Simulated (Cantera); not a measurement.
Feed: 1 mol BN, 14 mol F₂, 0.49 mol H₂, equilibrated at 948.15 K.

Cantera equilibrium calculation (NASA polynomials, part measured and part estimated; ideal gas, pure solids and liquids). Candidate condensed phases: B, BN; 31 gas species. The numbers say what is thermodynamically allowed, not how fast it happens.

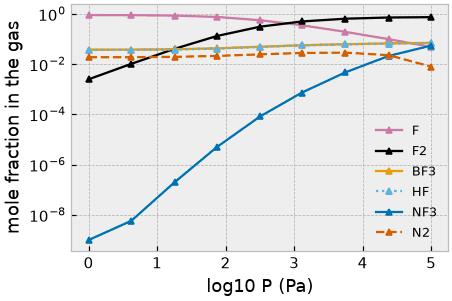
Figure: Equilibrium gas composition (values under 1e-9 drawn at 1e-9)

From 1.00 Pa to 1.00 bar nothing is condensed. The main B-bearing gas is BF₃ throughout.
